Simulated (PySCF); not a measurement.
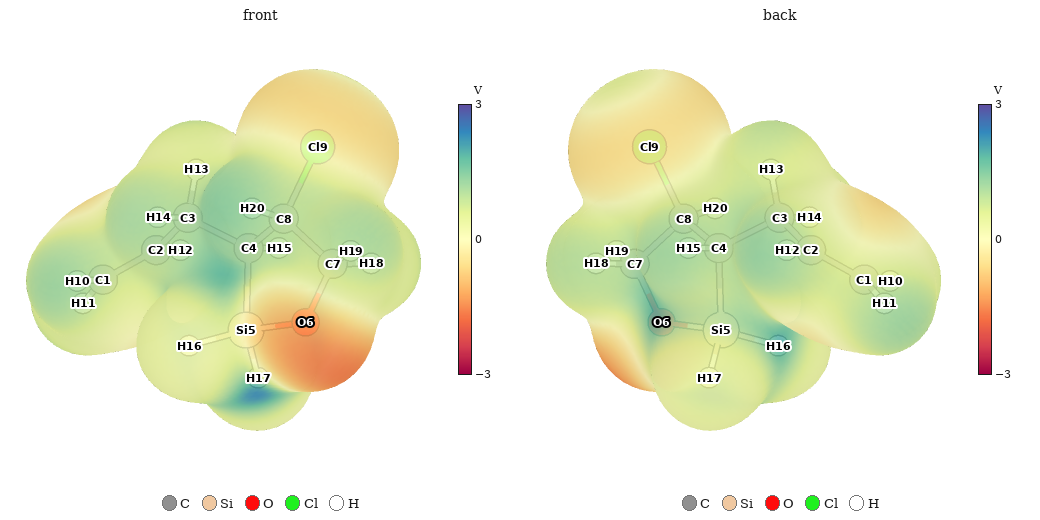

*C6H11ClOSi. The molecular electrostatic potential painted on the density surface at 0.004 e/bohr³, seen from the front and from behind; the colour scale runs from red (negative) to blue (positive).*

Geometry: PBE0-D3(BJ)/def2-SVP.

Theory: PySCF 2.14.0, PBE0/pcSseg-1, SCF density, gas phase, non-relativistic.

```xyz
20

C    -3.0707   -0.1137   -0.4096
C    -2.2190    0.8679   -0.1072
C    -1.1355    0.7817    0.9211
C     0.2479    0.8819    0.2851
Si    0.7492   -0.4827   -0.9384
O     2.3817   -0.4822   -0.5091
C     2.6868    0.5057    0.4485
C     1.4168    0.7878    1.2559
Cl    1.6191    2.2630    2.2570
H    -3.0483   -1.0734    0.1177
H    -3.8264    0.0064   -1.1898
H    -2.2754    1.8114   -0.6665
H    -1.2470    1.5938    1.6621
H    -1.2235   -0.1694    1.4737
H     0.3403    1.8421   -0.2568
H     0.1314   -1.8100   -0.6511
H     0.5575   -0.1421   -2.3764
H     3.0218    1.4424   -0.0357
H     3.5013    0.1526    1.0998
H     1.2451   -0.0327    1.9710
```

**Which sites attract a positive test charge, and which a negative one?**

A positive charge is drawn to the negative regions and a negative charge to the positive ones. The most negative region (about −1.6 V, or −37 kcal/mol for a unit charge) lies over O6, the most positive (about +1.9 V, or +44 kcal/mol for a unit charge) over Si5. Cl9 shows a σ-hole: about +0.5 V, or +12 kcal/mol for a unit charge at the tip opposite its bond, against about −0.5 V, or −12 kcal/mol for a unit charge on its flanks. O6 is the likeliest acceptor of a hydrogen bond.
